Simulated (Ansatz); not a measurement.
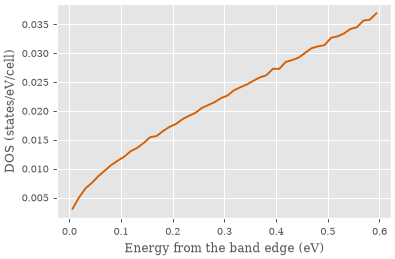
*Density of states of AgCl (Fm-3m) above the conduction band minimum, PBEsol, rigid bands (Ansatz, an electronic-structure program); cell volume 40.4 Å³.*

Question: What effective density of states at 300 K does this give (∫ g(E) exp(−E/k_BT) dE, both spins, divided by the cell's size)?

Answer: 3.5e18 cm⁻³, a density-of-states mass of 0.27 mₑ, valleys and band degeneracy included.

Spin-orbit coupling is left out. Geometry: cell and atoms relaxed with PBEsol.
